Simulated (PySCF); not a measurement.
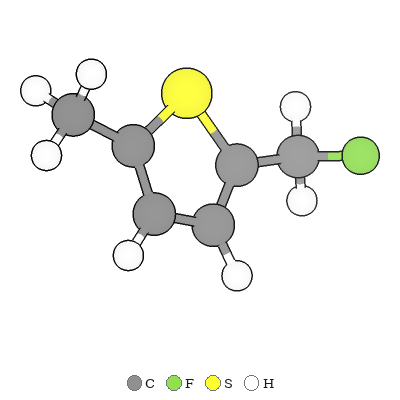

Structure of C₆H₇FS, SMILES Cc1ccc(CF)s1.

Vertical TDDFT excitations, PBE0/def2-SVPD in PySCF, at a GFN2-xTB geometry (no frequency check), gas phase.

Q: Predict the low-lying singlet excitations and the spectrum.

A: The lowest singlet lies at 5.34 eV (232 nm, f = 0.179); the brightest of the first 6 is S1 at 5.34 eV (232 nm), f = 0.179, mainly HOMO → LUMO (93 %). No singlet lies below 3.1 eV (beyond 400 nm), so at this level no vertical transition falls in the visible.


| state | E (eV) | λ (nm) | f | main character |
| --- | --- | --- | --- | --- |
| S1 | 5.34 | 232 | 0.179 | HOMO → LUMO (93 %) |
| S2 | 5.68 | 218 | 0.027 | HOMO → LUMO+1 (58 %) |
| S3 | 5.70 | 217 | 0.050 | HOMO−1 → LUMO (52 %) |
| S4 | 6.13 | 202 | 0.002 | HOMO−1 → LUMO+1 (92 %) |
| S5 | 6.35 | 195 | 0.001 | HOMO → LUMO+2 (96 %) |
| S6 | 6.91 | 180 | 0.014 | HOMO−1 → LUMO+2 (73 %) |

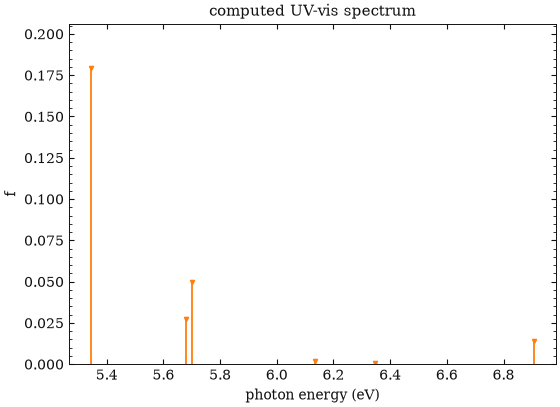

Only the first 6 singlet excitations are included.

Known limits of this run: states above the negative HOMO energy depend on the basis; the tight-binding geometry is rougher than a DFT one and adds to the error; one conformer of a flexible molecule; core orbitals are frozen in the response.
